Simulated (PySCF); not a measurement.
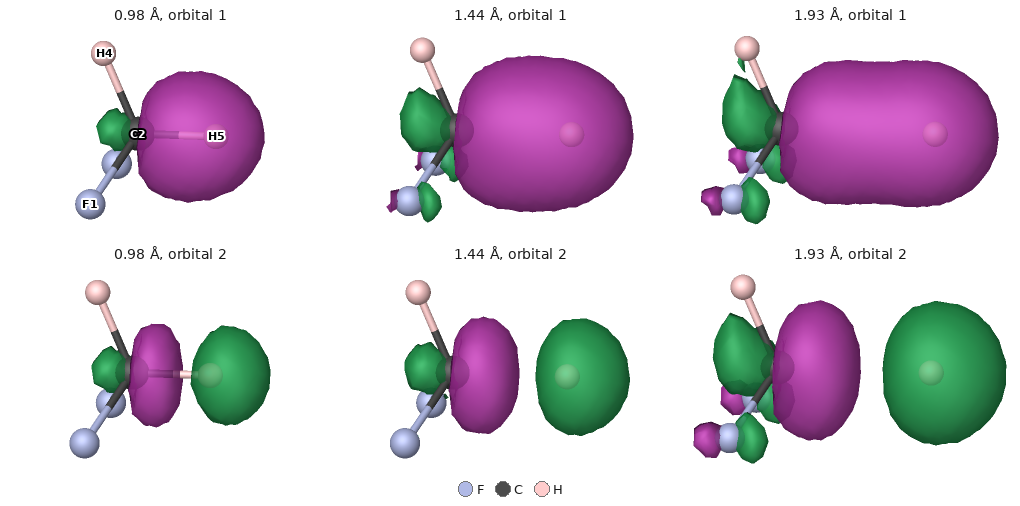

Figure 1: CH₂F₂, SMILES `FCF`. Rigid stretch of the C2–H5 bond. The two CASSCF(2,2) natural orbitals nearest half filling (orbital 1 the more occupied).

Computed with PySCF, 6-311+G** basis, geometry: GFN2-xTB. No frequency check shows the geometry to be a minimum.

Q: How do the occupations change along the stretch?

A: 0.98 Å: 1.99 and 0.01; 1.44 Å: 1.94 and 0.06; 1.93 Å: 1.80 and 0.20. At the longest distance computed (3.00 Å) they are 1.26 and 0.74, and the effective number of unpaired electrons is 1.7.

Q: Where does the UHF solution part from RHF?

A: Between 1.44 Å (⟨S²⟩ = 0, the two coincide) and 1.66 Å (⟨S²⟩ = 0.11); at 3.00 Å ⟨S²⟩ is 0.99 and UHF lies 3.7 eV below RHF.

Q: How much energy does the stretch cost?

A: By CASSCF, 4.3 eV from the lowest point of the scan (1.07 Å) to 3.00 Å; RHF gives 7.5 eV from its own lowest point. The fragments aren't relaxed and dynamic correlation is missing, so this isn't a bond dissociation energy.

Cost of the run: 35 s on 1 thread of Intel(R) Xeon(R) 6975P-C (Granite Rapids), with other jobs on the host, peak memory 0.18 GiB.
